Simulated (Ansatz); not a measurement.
# CH3BrGe: what the fields show

Input

```
crystal:
  periodic: [false, false, false]
  atoms:
    - symbol: C
      position_ang: [-0.599236, -0.515099, 0.871964]
    - symbol: Br
      position_ang: [2.930223, -0.873200, 0.695310]
    - symbol: Ge
      position_ang: [0.826557, -0.510872, -0.168845]
    - symbol: H
      position_ang: [-1.581212, -0.341060, 0.436616]
    - symbol: H
      position_ang: [0.929328, -0.291660, -1.669270]
    - symbol: H
      position_ang: [-0.519175, -0.688126, 1.941734]
basis:
  gaussian:
    orbitals: def2-TZVPD
hamiltonian:
  xc: {name: PBE0}
output: {forces: true, orbitals: {seedname: orbitals}}
```

Command:

```sh
ansatz run input.yaml --threads 1 --pin off --max-ram 2610MiB --events-out events.jsonl --progress --plain --runs-dir runs
```

Geometry: PBE0-D3(BJ)/pcseg-1.

These are results of Ansatz 0.2.0, isolated molecule in a Gaussian basis; Kohn-Sham density functional theory, functional PBE0, not measurements.

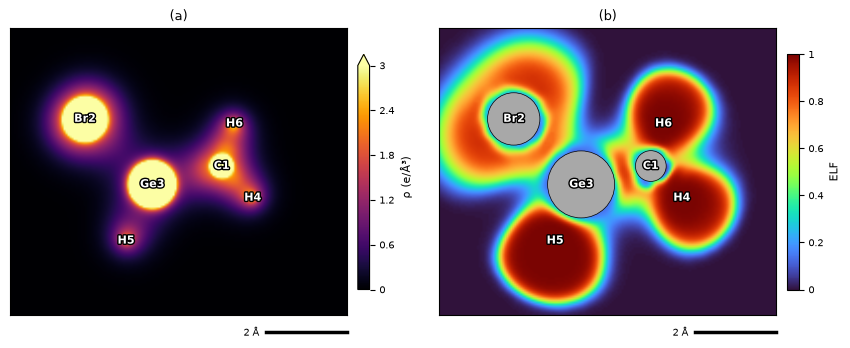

Figure 1. (a) total electron density; (b) ELF on the molecular plane. Grey discs cover the atomic cores in the ELF map.

### What does the map show?

The section cuts through C, Br, Ge and H sites.
C–Ge (1.77 Å): ρ is about 1.1 e/Å³ halfway; the ELF peaks at about 0.85 in the valence shell of C, 0.6 Å from its nucleus, and is about 0.50 at the midpoint.
Ge–Br (2.30 Å): ρ at the midpoint is about 0.69 e/Å³; the ELF peaks at about 0.80 in the valence shell of Br, 1.1 Å from its nucleus, and is about 0.75 at the midpoint.
C–H (1.09 Å): ρ is about 2 e/Å³ halfway; the ELF climbs to about 1 towards the hydrogen, as it does in any bond to H; an ordinary covalent bond to hydrogen.
Ge–H (1.52 Å): ρ is about 1.1 e/Å³ halfway; the ELF climbs to about 1 towards the hydrogen.
The ELF also peaks beside Br2, away from the bonds: lone-pair regions.

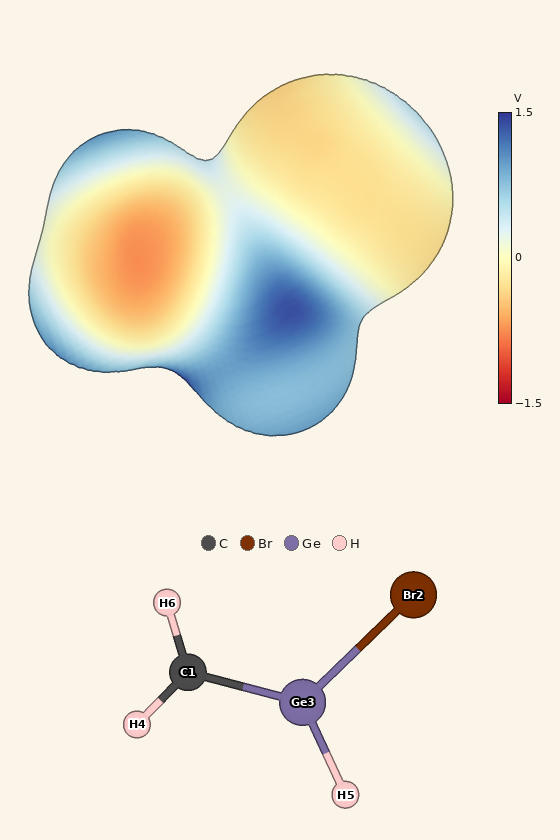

Figure 2. The molecular electrostatic potential painted on the density surface at 0.002 e/bohr³, seen across its widest extent; the colour scale runs from red (negative) to blue (positive). The bare structure is drawn below in the same view.

### Describe the electrostatic potential map.

The most negative region (about −0.8 V) lies over the π face of C1, the most positive (about +1.4 V) over Ge3. Br2 shows a σ-hole: about +0.5 V at the tip opposite its bond, against about −0.3 V on its flanks.

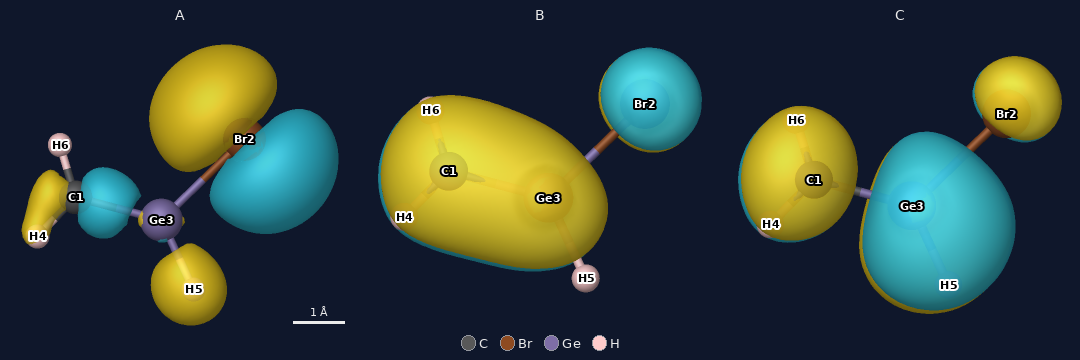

Figure 3. Three frontier orbitals at ±0.08 Å⁻³ᐟ² (yellow and cyan are the two phases), in no order.

### Which picture is the HOMO−1, the HOMO and the LUMO?

A is the HOMO−1 (−8.62 eV). By Hirshfeld shares it lies mainly on Br2 (about 85 %) and Ge3 (about 5 %); it is symmetric in the molecular plane (an in-plane orbital: σ, lone-pair or in-plane π type); largely a lone pair of Br2. B is the HOMO (−6.67 eV). By Hirshfeld shares it lies mainly on C1 (about 45 %), Ge3 (about 35 %) and Br2 (about 10 %); it changes sign across the molecular plane (π type); π-bonding across C1–Ge3. C is the LUMO (−1.45 eV). It lies mainly on Ge3 (about 55 %), C1 (about 25 %) and Br2 (about 10 %); it changes sign across the molecular plane (π type); π-antibonding (a node) across C1–Ge3.

### What is the HOMO–LUMO gap?

5.22 eV between the orbital energies.
